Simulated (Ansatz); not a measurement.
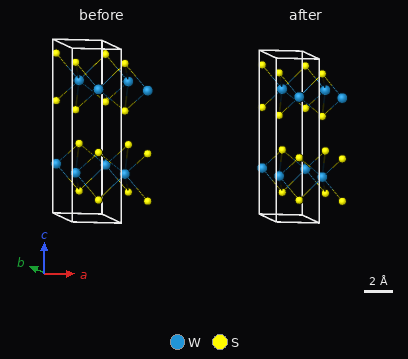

The structure of solid WS$_{2}$ (built on the 2H (MoS2) bulk type) before (left) and after (right) a relaxation, at one scale.

The picture is a ball-and-stick view of the cell of the calculation, repeated 2 × 2 × 1 with one cell outlined, seen slightly off an axis.

Computed with DFT, PBE-D3(BJ), plane waves, PAW in Ansatz. Set-up: plane-wave cutoff 420 eV; k-point mesh 12 × 12 × 2; occupations fermi dirac; smearing width 0.02 eV; no spin polarisation; cell and atoms relaxed; force threshold 0.005 eV/Å.

> Summarise the run.

The energy falls by 5.416 eV per cell of the calculation in 6 accepted moves (7 points after the start). The largest force component goes from 3.6 to 0.0012 eV/Å. The pressure goes from −28.64 to 0.00 GPa. The SCF was repeated once at an unchanged geometry on a basis and grid sized afresh for the cell, which shifted the energy by 3.4 meV per cell of the calculation at most. The largest moves relative to the cell, 0.085 Å, are those of S atoms. W stays in place. The volume changes by −27.6 %, with a = b 3.601 → 3.154 Å (−12.4 %), c 12.868 → 12.143 Å (−5.6 %). Among the contacts that change: W–W 3.601 → 3.154 Å, S–W 2.723 → 2.407 Å. The space group stays P6_3/mmc (No. 194). The run took 29 s on 2 threads of AMD EPYC 7R13 Processor (Zen 3) (shared host), peak memory 0.53 GiB.
